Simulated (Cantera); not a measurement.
A closed system holds: 1 mol PbO, 0.83 mol H2, at 0.00180 bar.

These are equilibrium values from Cantera (NASA tables, ideal gas, pure condensed phases), not measurements of a reactor. Candidate condensed phases: H2O, Pb, PbO, PbO2, Pb3O4; 12 gas species. Mutual solubility and eutectic melting of coexisting phases are not modelled. Gases not in the tables: (PbO)n polymers. Rates play no part.

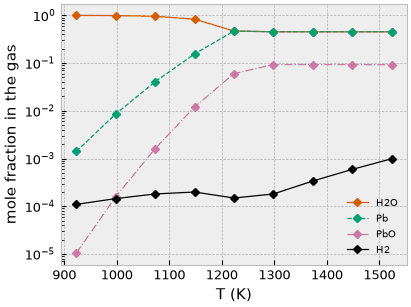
Fig. 1. Equilibrium gas composition (values under 1e-9 drawn at 1e-9)

Read off the mole fractions at 1298 K.

Pb about 0.45, H2O about 0.45, PbO about 0.093, H2 about 0.00018.
